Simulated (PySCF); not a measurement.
SMILES C[Si](C)(C)[CH2][GeH3] (C4H14GeSi) at its GFN2-xTB optimised geometry (Å):

```
20

Si    -1.2763    -0.2254    -1.5118
C     -2.0721     1.4873    -1.2543
C     -1.7706    -1.3873    -0.0830
C     -1.8474    -0.9636    -3.1763
C      0.6276    -0.0437    -1.5315
Ge     1.3471     0.9470     0.0000
H     -3.1555     1.4366    -1.3040
H     -1.7407     2.1945    -2.0092
H     -1.8030     1.8935    -0.2830
H     -1.3544    -2.3812    -0.2183
H     -2.8489    -1.4907    -0.0112
H     -1.4107    -1.0070     0.8688
H     -1.5964    -0.3129    -4.0083
H     -2.9228    -1.1078    -3.1869
H     -1.3862    -1.9283    -3.3636
H      1.0869    -1.0315    -1.5500
H      0.9415     0.4630    -2.4435
H      0.9211     0.3658     1.3114
H      2.8489     0.9470     0.0000
H      0.9228     2.3812     0.0000
```

Level of theory: PBE0/def2-SVP in PySCF.

Map of the Laplacian of the electron density (e/bohr⁵), clipped to [-1.50, 1.50] on the plane z = 0.8 Å:

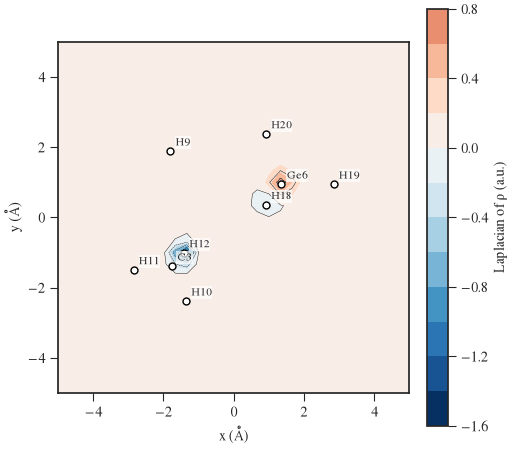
Laplacian of the electron density (e/bohr⁵), clipped to [-1.50, 1.50] on the plane z = 0.8 Å.
